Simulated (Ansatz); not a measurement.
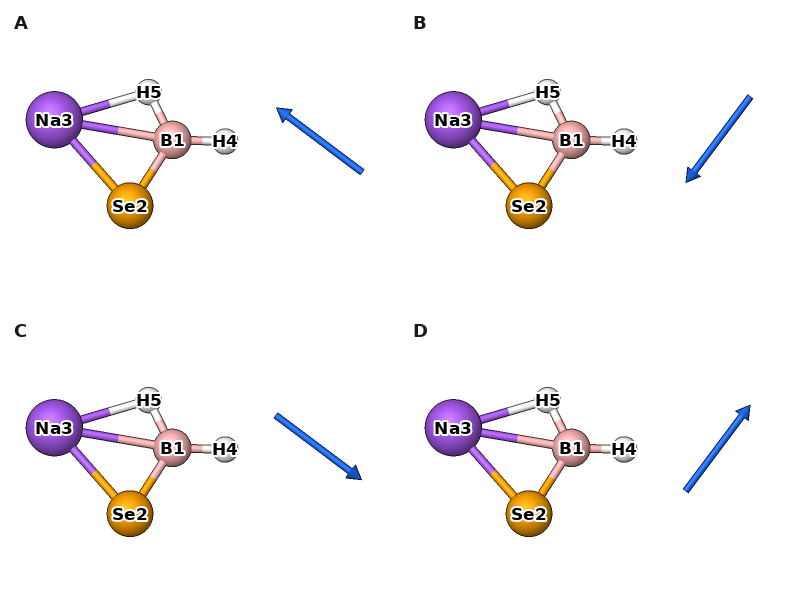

The same molecule four times, each with an arrow. The computed structure is the end point of a PBE-D4/def2-SVP optimisation. No frequency run is at hand to confirm it as a minimum. Properties computed with RKS PBE-D4/def2-SVP (Ansatz 0.2.0).

Which arrow points along the dipole moment, from the negative to the positive end?

Answer. A. The dipole moment is 7.64 D; it points from the side of H4 to the side of Na3 (the outermost atoms at the two ends).
